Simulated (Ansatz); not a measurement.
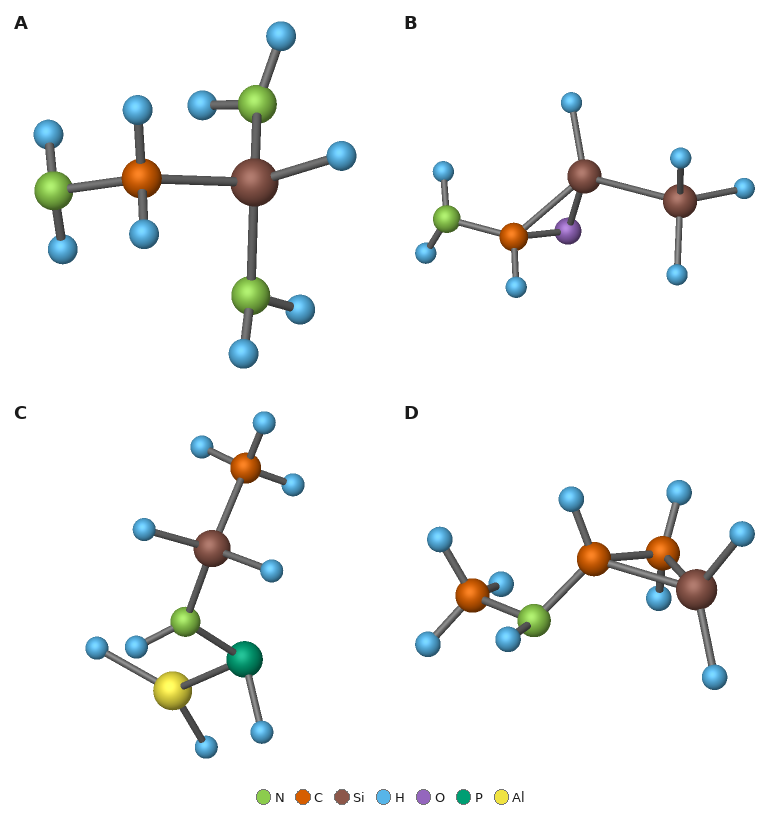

Source: calculation with Ansatz.

Match each picture to its SMILES.
(1) N[C@H]1O[Si@@H]1[SiH3]
(2) CN[C@@H]1C[SiH2]1
(3) NC[SiH](N)N
(4) C[SiH2]N[PH][AlH2]

Answer. A is (3), B is (1), C is (4), D is (2).
